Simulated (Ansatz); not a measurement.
## Nudged elastic band, with input and output: C$_{2}$H$_{7}$B

The run: nudged elastic band of C$_{2}$H$_{7}$B. Method and program: RHF/6-31G* (Ansatz 0.2.0).

It belongs to a series of runs on one base structure; here: band between the two ends. Figures and captions count atoms from 1; the log counts them from 0 in places.

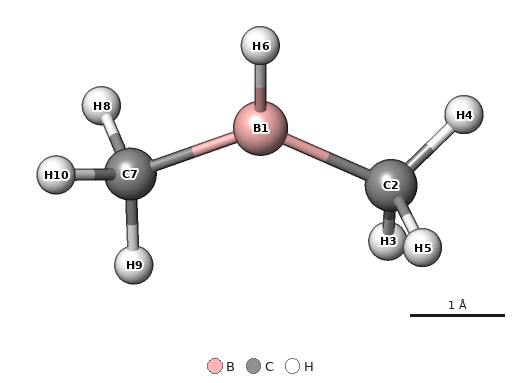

**Figure 1.** The starting structure (ball-and-stick view, seen at a tilt; atoms are numbered from 1 in the order of the input). Bond lengths as drawn: B–C 1.58 Å, B–H 1.20 Å and C–H 1.09 Å.

Summary

- outcome: converged
- barrier, forward: 5.027 eV
- barrier, backward: 1.901 eV
- hardware: 1 thread of Intel Xeon (Granite Rapids), 192 GiB of memory available, shared host
- wall time: 88 s
- peak memory: 0.12 GiB

Notes

The order of the saddle point was not checked.

Input
```yaml
crystal:
  periodic: [false, false, false]
  atoms:
    - { symbol: B, position_ang: [0.347905, -0.101663, -0.057498] }
    - { symbol: C, position_ang: [0.691612, 0.048313, 1.477363] }
    - { symbol: H, position_ang: [-0.167364, -0.022427, 2.138263] }
    - { symbol: H, position_ang: [1.451437, -0.654933, 1.808381] }
    - { symbol: H, position_ang: [1.125036, 1.041696, 1.619865] }
    - { symbol: H, position_ang: [1.246113, -0.317284, -0.819511] }
    - { symbol: C, position_ang: [-1.116439, 0.013237, -0.639811] }
    - { symbol: H, position_ang: [-1.475188, -1.005479, -0.814936] }
    - { symbol: H, position_ang: [-1.828076, 0.488942, 0.029044] }
    - { symbol: H, position_ang: [-1.151137, 0.5096, -1.606561] }
basis:
  gaussian: { orbitals: "6-31G*" }
hamiltonian:
  xc: hf
neb:
  order_check: false
  images: 7
  f_tol: 0.03
  max_iterations: 60
  final_atoms:
    - { symbol: B, position_ang: [-0.30631346, 0.90297437, -1.72089595] }
    - { symbol: C, position_ang: [1.39062586, -0.25679468, 1.90837479] }
    - { symbol: H, position_ang: [0.3931423, -0.59011396, 2.17175759] }
    - { symbol: H, position_ang: [2.05868782, -0.42615255, 2.74482261] }
    - { symbol: H, position_ang: [1.37136198, 0.80030137, 1.67005266] }
    - { symbol: H, position_ang: [1.74266132, -0.81217262, 1.04695018] }
    - { symbol: C, position_ang: [-1.63697803, 0.22106301, -1.25792804] }
    - { symbol: H, position_ang: [-1.46612492, -0.82860144, -1.0168039] }
    - { symbol: H, position_ang: [-2.0306672, 0.71550454, -0.36939398] }
    - { symbol: H, position_ang: [-2.39249667, 0.27399395, -2.04233696] }
  initial_path:
    images:
      - { positions_ang: [[0.347905, -0.101663, -0.057498], [0.691612, 0.048313, 1.477363], [-0.167364, -0.022427, 2.138263], [1.451437, -0.654933, 1.808381], [1.125036, 1.041696, 1.619865], [1.246113, -0.317284, -0.819511], [-1.116439, 0.013237, -0.639811], [-1.475188, -1.005479, -0.814936], [-1.828076, 0.488942, 0.029044], [-1.151137, 0.5096, -1.606561]] }
      - { positions_ang: [[0.2611062, -0.07277218, -0.04299657], [0.78284073, 0.03552676, 1.47259158], [-0.10885389, -0.10614547, 2.05722687], [1.55009381, -0.6664891, 1.80785925], [1.15731598, 1.03397103, 1.68120525], [1.28195019, -0.22281087, -0.62346203], [-1.18288271, 0.00916359, -0.68084107], [-1.58445352, -0.99381267, -0.76359407], [-1.87495259, 0.57800192, -0.09570769], [-1.15826521, 0.405369, -1.67768252]] }
      - { positions_ang: [[0.17430739, -0.04388137, -0.02849514], [0.87406946, 0.02274052, 1.46782016], [-0.05034377, -0.18986393, 1.97619074], [1.64875062, -0.67804521, 1.80733749], [1.18959596, 1.02624606, 1.7425455], [1.31778738, -0.12833775, -0.42741306], [-1.24932641, 0.00509018, -0.72187114], [-1.69371903, -0.98214634, -0.71225214], [-1.92182918, 0.66706183, -0.22045938], [-1.16539342, 0.30113801, -1.74880403]] }
      - { positions_ang: [[0.08750859, -0.01499055, -0.01399371], [0.96529819, 0.00995427, 1.46304875], [0.00816634, -0.2735824, 1.89515461], [1.74740744, -0.68960131, 1.80681574], [1.22187594, 1.01852109, 1.80388576], [1.35362458, -0.03386462, -0.2313641], [-1.31577012, 0.00101677, -0.76290121], [-1.80298455, -0.97048001, -0.66091021], [-1.96870578, 0.75612175, -0.34521108], [-1.17252163, 0.19690701, -1.81992555]] }
      - { positions_ang: [[0.00070979, 0.01390027, 0.00050772], [1.05652691, -0.00283197, 1.45827733], [0.06667646, -0.35730087, 1.81411848], [1.84606425, -0.70115741, 1.80629398], [1.25415592, 1.01079611, 1.86522601], [1.38946177, 0.0606085, -0.03531513], [-1.38221383, -0.00305663, -0.80393128], [-1.91225006, -0.95881368, -0.60956827], [-2.01558237, 0.84518167, -0.46996277], [-1.17964984, 0.09267601, -1.89104706]] }
      - { positions_ang: [[-0.07604603, 0.23616879, -0.4298432], [1.14005165, -0.06632265, 1.57080169], [0.14829292, -0.41550414, 1.90352826], [1.89922014, -0.6324062, 2.04092614], [1.28345744, 0.95817243, 1.81643267], [1.47776166, -0.15758678, 0.2352512], [-1.44590488, 0.05297328, -0.91743047], [-1.80071878, -0.92626062, -0.71137718], [-2.01935357, 0.81276239, -0.44482057], [-1.48286155, 0.1380055, -1.92886954]] }
      - { positions_ang: [[-0.15280184, 0.45843732, -0.86019412], [1.22357639, -0.12981332, 1.68332606], [0.22990938, -0.47370741, 1.99293804], [1.95237603, -0.56365498, 2.2755583], [1.31275895, 0.90554874, 1.76763934], [1.56606154, -0.37578206, 0.50581753], [-1.50959593, 0.10900319, -1.03092966], [-1.68918749, -0.89370756, -0.81318609], [-2.02312478, 0.7803431, -0.41967837], [-1.78607325, 0.18333498, -1.96669201]] }
      - { positions_ang: [[-0.22955765, 0.68070585, -1.29054503], [1.30710112, -0.193304, 1.79585042], [0.31152584, -0.53191069, 2.08234781], [2.00553193, -0.49490376, 2.51019045], [1.34206046, 0.85292506, 1.718846], [1.65436143, -0.59397734, 0.77638385], [-1.57328698, 0.1650331, -1.14442885], [-1.57765621, -0.8611545, -0.91499499], [-2.02689599, 0.74792382, -0.39453618], [-2.08928496, 0.22866446, -2.00451449]] }
      - { positions_ang: [[-0.30631346, 0.90297437, -1.72089595], [1.39062586, -0.25679468, 1.90837479], [0.3931423, -0.59011396, 2.17175759], [2.05868782, -0.42615255, 2.74482261], [1.37136198, 0.80030137, 1.67005266], [1.74266132, -0.81217262, 1.04695018], [-1.63697803, 0.22106301, -1.25792804], [-1.46612492, -0.82860144, -1.0168039], [-2.0306672, 0.71550454, -0.36939398], [-2.39249667, 0.27399395, -2.04233696]] }
```

Command:
```bash
ansatz run input.yaml --threads 1 --pin off --max-ram 2048MiB --backend cpu --events-out ev --progress --plain --runs-dir out
```

Log
```
Engine: ansatz 0.2.0, x86_64-unknown-linux-gnu
Functional definition: HF
  exchange = exact_x
  correlation = 0
732 factors; integrals over basis functions are off by at most 4.0e-4 eV
mean field evaluation 1: about -2841.4270 eV, gradient 2.6e1 eV
mean field evaluation 2: about -2841.4240 eV, gradient 2.6e1 eV
mean field evaluation 4: about -2843.3684 eV, gradient 2.3e0 eV
mean field evaluation 8: about -2843.3893 eV, gradient 1.7e-5 eV
mean field -2843.38934018 eV, -104.4926309330 hartree, gradient 1.9e-5 eV, S^2 0.000000; 0 other end points of the search recorded, 0 dependent functions left out
the calculation of the forces begins
reference -2843.38934018 eV, -104.4926309330 hartree; 12, 12 occupied and 47, 47 virtual orbitals, 732 factors
725 factors; integrals over basis functions are off by at most 4.2e-4 eV
mean field evaluation 16: about -2840.2636 eV, gradient 7.8e-2 eV
mean field -2840.26364562 eV, -104.3777637765 hartree, gradient 3.5e-5 eV, S^2 0.000000; 0 other end points of the search recorded, 0 dependent functions left out
[... from here on the field's lines of each further geometry are left out, up to the last ...]
NEB iter   1: max|band force component| = 7.377e0 eV/Å  barrier→ = 6.7015 eV  barrier← = 3.5758 eV  Δτ_max = 0.1976 Å  (264 SCF iters)
NEB iter   2: max|band force component| = 3.261e0 eV/Å  barrier→ = 5.0830 eV  barrier← = 1.9573 eV  Δτ_max = 0.1970 Å  (201 SCF iters)
NEB iter   3: max|band force component| = 2.128e0 eV/Å  barrier→ = 5.0051 eV  barrier← = 1.8794 eV  Δτ_max = 0.1940 Å  (197 SCF iters)
NEB iter   4: max|band force component| = 1.534e0 eV/Å  barrier→ = 5.5598 eV  barrier← = 2.4341 eV  Δτ_max = 0.1944 Å  (187 SCF iters)
NEB iter   5: max|band force component| = 1.469e1 eV/Å  barrier→ = 5.5087 eV  barrier← = 2.3830 eV  Δτ_max = 0.1000 Å  (188 SCF iters)
NEB iter   6: max|band force component| = 5.234e0 eV/Å  barrier→ = 5.1564 eV  barrier← = 2.0307 eV  Δτ_max = 0.2000 Å  (177 SCF iters)
NEB iter   7: max|band force component| = 1.752e0 eV/Å  barrier→ = 5.0253 eV  barrier← = 1.8996 eV  Δτ_max = 0.1759 Å  (177 SCF iters)
NEB iter   8: max|band force component| = 1.056e0 eV/Å  barrier→ = 4.5543 eV  barrier← = 1.4286 eV  Δτ_max = 0.2000 Å  (177 SCF iters)
NEB iter   9: max|band force component| = 5.035e0 eV/Å  barrier→ = 4.7761 eV  barrier← = 1.6504 eV  Δτ_max = 0.0990 Å  (177 SCF iters)
NEB iter  10: max|band force component| = 2.838e0 eV/Å  barrier→ = 4.8428 eV  barrier← = 1.7171 eV  Δτ_max = 0.0997 Å  (165 SCF iters)
NEB iter  11: max|band force component| = 2.012e0 eV/Å  barrier→ = 5.0352 eV  barrier← = 1.9095 eV  CI = image 3  Δτ_max = 0.1925 Å  (164 SCF iters)
NEB iter  12: max|band force component| = 7.120e-1 eV/Å  barrier→ = 5.2229 eV  barrier← = 2.0972 eV  CI = image 3  Δτ_max = 0.1564 Å  (177 SCF iters)
NEB iter  13: max|band force component| = 6.646e-1 eV/Å  barrier→ = 5.1597 eV  barrier← = 2.0340 eV  CI = image 3  Δτ_max = 0.1333 Å  (160 SCF iters)
NEB iter  14: max|band force component| = 2.667e-1 eV/Å  barrier→ = 5.1269 eV  barrier← = 2.0012 eV  CI = image 3  Δτ_max = 0.1035 Å  (163 SCF iters)
NEB iter  15: max|band force component| = 1.571e-1 eV/Å  barrier→ = 5.1178 eV  barrier← = 1.9921 eV  CI = image 3  Δτ_max = 0.1998 Å  (158 SCF iters)
NEB iter  16: max|band force component| = 4.351e-1 eV/Å  barrier→ = 5.0869 eV  barrier← = 1.9612 eV  CI = image 3  Δτ_max = 0.1002 Å  (178 SCF iters)
NEB iter  17: max|band force component| = 2.662e-1 eV/Å  barrier→ = 5.0692 eV  barrier← = 1.9435 eV  CI = image 3  Δτ_max = 0.1003 Å  (156 SCF iters)
NEB iter  18: max|band force component| = 3.050e-1 eV/Å  barrier→ = 5.0524 eV  barrier← = 1.9267 eV  CI = image 3  Δτ_max = 0.0501 Å  (157 SCF iters)
NEB iter  19: max|band force component| = 1.771e-1 eV/Å  barrier→ = 5.0447 eV  barrier← = 1.9190 eV  CI = image 3  Δτ_max = 0.0501 Å  (156 SCF iters)
NEB iter  20: max|band force component| = 1.562e-1 eV/Å  barrier→ = 5.0378 eV  barrier← = 1.9121 eV  CI = image 3  Δτ_max = 0.0501 Å  (157 SCF iters)
NEB iter  21: max|band force component| = 1.226e-1 eV/Å  barrier→ = 5.0321 eV  barrier← = 1.9065 eV  CI = image 3  Δτ_max = 0.0502 Å  (157 SCF iters)
NEB iter  22: max|band force component| = 1.381e-1 eV/Å  barrier→ = 5.0283 eV  barrier← = 1.9026 eV  CI = image 3  Δτ_max = 0.0251 Å  (157 SCF iters)
NEB iter  23: max|band force component| = 1.026e-1 eV/Å  barrier→ = 5.0271 eV  barrier← = 1.9014 eV  CI = image 3  Δτ_max = 0.0251 Å  (159 SCF iters)
NEB iter  24: max|band force component| = 1.267e-1 eV/Å  barrier→ = 5.0266 eV  barrier← = 1.9009 eV  CI = image 3  Δτ_max = 0.0125 Å  (159 SCF iters)
NEB iter  25: max|band force component| = 9.162e-2 eV/Å  barrier→ = 5.0266 eV  barrier← = 1.9009 eV  CI = image 3  Δτ_max = 0.0063 Å  (158 SCF iters)
the calculation of the forces begins
reference -2840.27030278 eV, -104.3780084227 hartree; 12, 12 occupied and 47, 47 virtual orbitals, 725 factors
732 factors; integrals over basis functions are off by at most 3.9e-4 eV
mean field -2838.36279793 eV, -104.3079089125 hartree, gradient 2.4e-5 eV, S^2 0.000000; 1 other end points of the search recorded, 0 dependent functions left out
the calculation of the forces begins
reference -2838.36279793 eV, -104.3079089125 hartree; 12, 12 occupied and 47, 47 virtual orbitals, 732 factors
NEB iter  26: max|band force component| = 2.452e-2 eV/Å  barrier→ = 5.0265 eV  barrier← = 1.9008 eV  CI = image 3  Δτ_max = 0.0000 Å  (352 SCF iters)
```

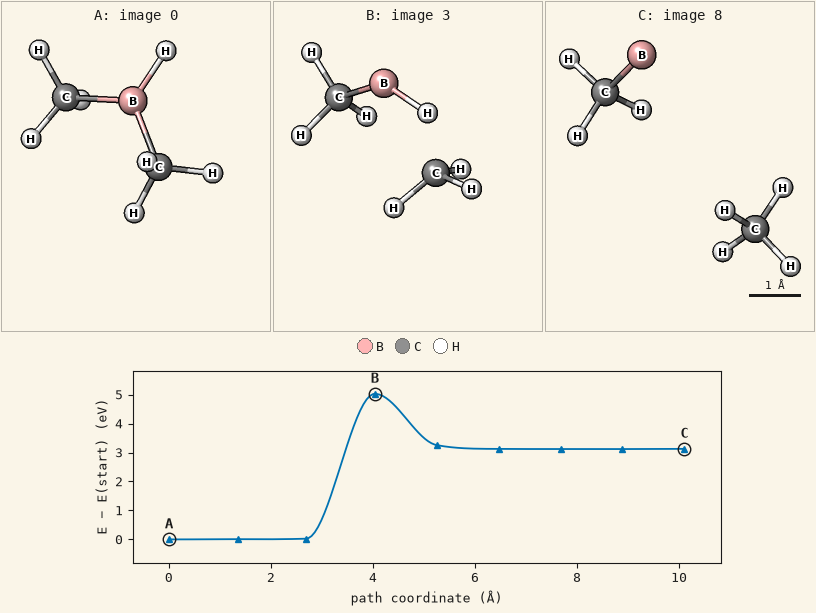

**Figure 2.** Images of the last band (counted from 0; ball-and-stick, seen at a tilt) above the energy along the path; the line is a cubic interpolation that uses the forces. The highest image is number 3, 5.027 eV above the start and 1.901 eV above the end (the climbing image); the end lies 3.126 eV above the start. The path is 10.10 Å long. The band converged in 26 iterations.

```
Total energy: -2838.36279793 eV, -104.3079089125 hartree
Atom 0 at     0.370067     0.422536    -0.646358 Å, force    -0.004685     0.001915     0.001666 eV/Å
Atom 1 at     0.752336     0.073707     1.343375 Å, force    -0.003382     0.002177     0.007927 eV/Å
Atom 2 at    -0.118829     0.544294     1.779575 Å, force     0.000864    -0.001066    -0.001461 eV/Å
Atom 3 at     0.673699    -1.005635     1.355179 Å, force     0.000992    -0.001009    -0.002967 eV/Å
Atom 4 at     1.641202     0.380212     1.884149 Å, force    -0.000636    -0.000672    -0.003074 eV/Å
Atom 5 at     1.283460     0.618219     0.193473 Å, force     0.005043     0.001296    -0.000335 eV/Å
Atom 6 at    -1.086838    -0.165555    -0.690229 Å, force     0.006192    -0.004989    -0.001560 eV/Å
Atom 7 at    -1.184093    -1.143929    -0.224065 Å, force    -0.002959     0.000191     0.000639 eV/Å
Atom 8 at    -1.753398     0.510274    -0.152254 Å, force     0.001155     0.002486    -0.001123 eV/Å
Atom 9 at    -1.453706    -0.234121    -1.708244 Å, force    -0.002584    -0.000329     0.000287 eV/Å
Dipole moment:    -0.172329    -0.153432     0.347705 e Å
this run last wrote the band of iteration 26 to [file]
```

The last band as extended XYZ (Å, eV, eV/Å)
```
10
Properties=species:S:1:pos:R:3:forces:R:3 image=0 energy=-2843.38934
B     0.3479   -0.1017   -0.0575   -0.0075   0.0009   0.0011
C     0.6916    0.0483    1.4774   -0.0053  -0.0039  -0.0001
H    -0.1674   -0.0224    2.1383    0.0004   0.0004   0.0010
H     1.4514   -0.6549    1.8084    0.0024  -0.0013   0.0004
H     1.1250    1.0417    1.6199    0.0015   0.0047  -0.0006
H     1.2461   -0.3173   -0.8195    0.0032  -0.0009  -0.0032
C    -1.1164    0.0132   -0.6398   -0.0035  -0.0092  -0.0156
H    -1.4752   -1.0055   -0.8149    0.0062   0.0197   0.0034
H    -1.8281    0.4889    0.0290    0.0033  -0.0025  -0.0048
H    -1.1511    0.5096   -1.6066   -0.0007  -0.0078   0.0184
10
Properties=species:S:1:pos:R:3:forces:R:3 image=1 energy=-2843.38163
B     0.3635    0.0609   -0.0797   -0.0007   0.0014   0.0008
C     0.6774   -0.0453    1.4668   -0.0001   0.0009  -0.0029
H    -0.1777   -0.2914    2.0895    0.0034  -0.0045   0.0007
H     1.4615   -0.7789    1.6514   -0.0112  -0.0007   0.0017
H     1.0837    0.9054    1.8152    0.0054  -0.0021   0.0008
H     1.2827    0.2667   -0.8185    0.0028   0.0077  -0.0019
C    -1.1043   -0.0339   -0.6590   -0.0013   0.0052  -0.0010
H    -1.6770   -0.8369   -0.1994    0.0014  -0.0006   0.0069
H    -1.6259    0.8896   -0.3944   -0.0001   0.0001  -0.0037
H    -1.1600   -0.1363   -1.7373    0.0004  -0.0073  -0.0012
10
Properties=species:S:1:pos:R:3:forces:R:3 image=2 energy=-2843.36397
B     0.3695    0.2411   -0.0795   -0.0251  -0.0077   0.0176
C     0.6732    0.0348    1.4591   -0.0027   0.0112   0.0236
H    -0.1630    0.3431    2.0837   -0.0003  -0.0227   0.0253
H     0.7993   -1.0354    1.6362    0.0143  -0.0151   0.0140
H     1.5726    0.5266    1.8140   -0.0053   0.0098  -0.0086
H     1.2262    0.6693   -0.7940   -0.0042   0.0048  -0.0595
C    -1.0559   -0.1319   -0.6617    0.0184   0.0011   0.0048
H    -1.3824   -1.1071   -0.3026   -0.0179   0.0061  -0.0026
H    -1.7871    0.5816   -0.2769   -0.0018   0.0108  -0.0119
H    -1.1285   -0.1221   -1.7437    0.0245   0.0017  -0.0026
10
Properties=species:S:1:pos:R:3:forces:R:3 image=3 energy=-2838.36280
B     0.3701    0.4225   -0.6464   -0.0047   0.0019   0.0017
C     0.7523    0.0737    1.3434   -0.0034   0.0022   0.0079
H    -0.1188    0.5443    1.7796    0.0009  -0.0011  -0.0015
H     0.6737   -1.0056    1.3552    0.0010  -0.0010  -0.0030
H     1.6412    0.3802    1.8841   -0.0006  -0.0007  -0.0031
H     1.2835    0.6182    0.1935    0.0050   0.0013  -0.0003
C    -1.0868   -0.1656   -0.6902    0.0062  -0.0050  -0.0016
H    -1.1841   -1.1439   -0.2241   -0.0030   0.0002   0.0006
H    -1.7534    0.5103   -0.1523    0.0012   0.0025  -0.0011
H    -1.4537   -0.2341   -1.7082   -0.0026  -0.0003   0.0003
10
Properties=species:S:1:pos:R:3:forces:R:3 image=4 energy=-2840.13370
B     0.1419    0.4492   -1.4141   -0.0738   0.0090  -0.2336
C     0.9636    0.1194    1.5701    0.0696   0.0160   0.0618
H     0.0277    0.5906    1.8488    0.0473   0.0141   0.0220
H     0.8107   -0.9490    1.4649    0.0461   0.0168   0.0320
H     1.7073    0.3076    2.3314    0.0239  -0.0223   0.1360
H     1.3222    0.5314    0.6328    0.0086  -0.0262   0.1342
C    -1.2072   -0.1551   -0.9020   -0.0376   0.0035  -0.0668
H    -1.0800   -1.0942   -0.3666    0.0327   0.0145  -0.0414
H    -1.7360    0.5414   -0.2521    0.0043   0.0096  -0.0264
H    -1.8264   -0.3412   -1.7786   -0.1212  -0.0349  -0.0177
10
Properties=species:S:1:pos:R:3:forces:R:3 image=5 energy=-2840.26533
B    -0.1370    0.4933   -1.7942   -0.0029   0.0006  -0.0044
C     1.2126    0.0544    1.8465    0.0024  -0.0004   0.0017
H     0.2142    0.4088    2.0771    0.0055   0.0027   0.0059
H     1.1980   -1.0246    1.7441    0.0035  -0.0016   0.0034
H     1.8858    0.3304    2.6492    0.0014   0.0004   0.0039
H     1.5534    0.5015    0.9201    0.0015  -0.0005   0.0039
C    -1.4579   -0.0848   -1.1895   -0.0033  -0.0003  -0.0039
H    -1.2610   -1.0173   -0.6600   -0.0018   0.0000  -0.0039
H    -1.8965    0.6215   -0.4841   -0.0025  -0.0002  -0.0035
H    -2.1877   -0.2832   -1.9745   -0.0037  -0.0007  -0.0032
10
Properties=species:S:1:pos:R:3:forces:R:3 image=6 energy=-2840.27014
B    -0.2148    0.4517   -1.7903   -0.0007   0.0007  -0.0003
C     1.3902   -0.0617    1.9499    0.0005  -0.0007   0.0001
H     0.3239   -0.1477    2.1276    0.0026   0.0006   0.0034
H     1.8605   -1.0246    2.1117    0.0010  -0.0003   0.0009
H     1.8107    0.6649    2.6351    0.0003   0.0004   0.0003
H     1.5657    0.2594    0.9300    0.0006  -0.0004   0.0001
C    -1.6410    0.0405   -1.2994    0.0019  -0.0030   0.0010
H    -1.6223   -0.9612   -0.8688   -0.0024   0.0011  -0.0019
H    -1.9962    0.7333   -0.5361   -0.0038   0.0000  -0.0025
H    -2.3526    0.0454   -2.1252    0.0001   0.0016  -0.0010
10
Properties=species:S:1:pos:R:3:forces:R:3 image=7 energy=-2840.27030
B    -0.2210    0.4048   -1.7638    0.0007  -0.0032  -0.0001
C     1.4463   -0.1779    1.9653    0.0005   0.0003   0.0006
H     0.5163   -0.6952    2.1735    0.0011  -0.0010   0.0006
H     2.2558   -0.6697    2.4917    0.0015  -0.0012  -0.0013
H     1.3704    0.8498    2.3009   -0.0001   0.0003   0.0038
H     1.6435   -0.1953    0.9001   -0.0007   0.0034  -0.0007
C    -1.6998    0.1657   -1.3167   -0.0006   0.0003  -0.0006
H    -1.8222   -0.8468   -0.9309   -0.0026  -0.0003  -0.0003
H    -1.9812    0.8668   -0.5305    0.0001   0.0006  -0.0010
H    -2.3841    0.2978   -2.1551    0.0001   0.0008  -0.0010
10
Properties=species:S:1:pos:R:3:forces:R:3 image=8 energy=-2840.26365
B    -0.3063    0.9030   -1.7209   -0.0273  -0.0137   0.0088
C     1.3906   -0.2568    1.9084    0.0033   0.0012  -0.0020
H     0.3931   -0.5901    2.1718    0.0000   0.0070   0.0048
H     2.0587   -0.4262    2.7448   -0.0052  -0.0007  -0.0071
H     1.3714    0.8003    1.6701   -0.0041  -0.0102   0.0006
H     1.7427   -0.8122    1.0470    0.0063   0.0024   0.0029
C    -1.6370    0.2211   -1.2579    0.0239   0.0095  -0.0064
H    -1.4661   -0.8286   -1.0168   -0.0009   0.0044  -0.0025
H    -2.0307    0.7155   -0.3694   -0.0012  -0.0004  -0.0008
H    -2.3925    0.2740   -2.0423    0.0053   0.0006   0.0017
```
